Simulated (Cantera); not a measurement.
Feed: 1 mol TiC, 0.024 mol C, 0.085 mol H2, at 1627 °C.

Cantera equilibrium calculation (NASA polynomials, part measured and part estimated; ideal gas, pure solids and liquids). Candidate condensed phases: C, C6H6, C7H8, C8H18, Ti, TiC; 77 gas species. TiC: taken at fixed stoichiometry. The numbers say what is thermodynamically allowed, not how fast it happens.

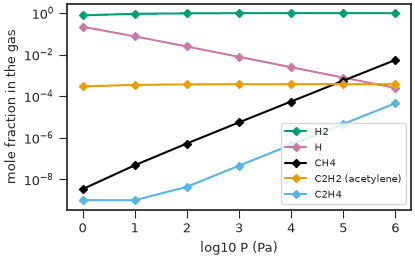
*Equilibrium gas composition (values under 1e-9 drawn at 1e-9)*

From 0.00750 Torr to 7500 Torr the condensed part is C(graphite) + TiC(s).
